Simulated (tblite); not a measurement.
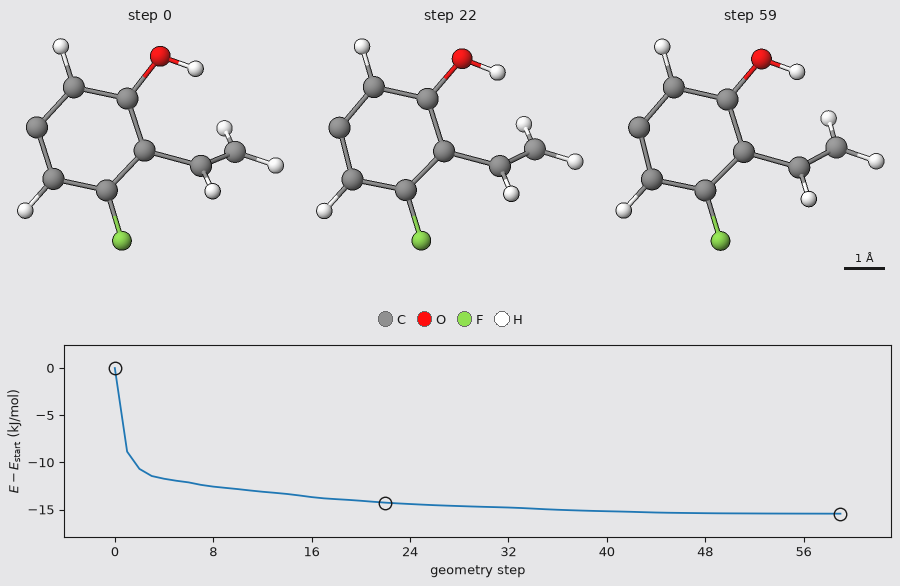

Frames of a relaxation of C$_{8}$H$_{6}$FO (multiplicity 2), marked on the history of the run. Style: ball-and-stick. Shown face on.

Computed with GFN2-xTB geometry optimisation, gas phase (tblite 0.8.0). 

Question: What happens along the run?

Answer: The largest move after the best rigid fit is that of an H atom, 0.33 Å. By element the largest moves are H 0.33 Å, C 0.15 Å, O 0.13 Å, F 0.06 Å. Among the contacts that change: C–C 1.391 → 1.357 Å, C–C 1.488 → 1.467 Å, C–H 1.095 → 1.078 Å, C–O 1.367 → 1.351 Å. Bond angles that change, for instance: C–C–C 119.7° → 125.6°, C–C–C 119.9° → 115.5°, C–C–H 119.7° → 123.6°. Over 59 geometry steps the energy falls by 15.4 kJ/mol. From step 0 to 22: an H atom moves most (0.19 Å), energy −14.3 kJ/mol. From step 22 to 59: an H atom moves most (0.22 Å), energy −1.17 kJ/mol.

| step | E − E(0), kJ/mol |
| --- | --- |
| 0 | 0.00 |
| 1 | -8.86 |
| 2 | -10.69 |
| 3 | -11.44 |
| 4 | -11.73 |
| 5 | -11.94 |
| 6 | -12.12 |
| 7 | -12.38 |
| 8 | -12.57 |
| 9 | -12.70 |
| 10 | -12.83 |
| 13 | -13.22 |
| 15 | -13.50 |
| 18 | -13.90 |
| 20 | -14.07 |
| 23 | -14.34 |
| 25 | -14.48 |
| 28 | -14.63 |
| 31 | -14.74 |
| 33 | -14.83 |
| 36 | -15.02 |
| 38 | -15.11 |
| 41 | -15.20 |
| 44 | -15.31 |
| 46 | -15.35 |
| 49 | -15.40 |
| 51 | -15.41 |
| 54 | -15.42 |
| 56 | -15.43 |
| 59 | -15.43 |
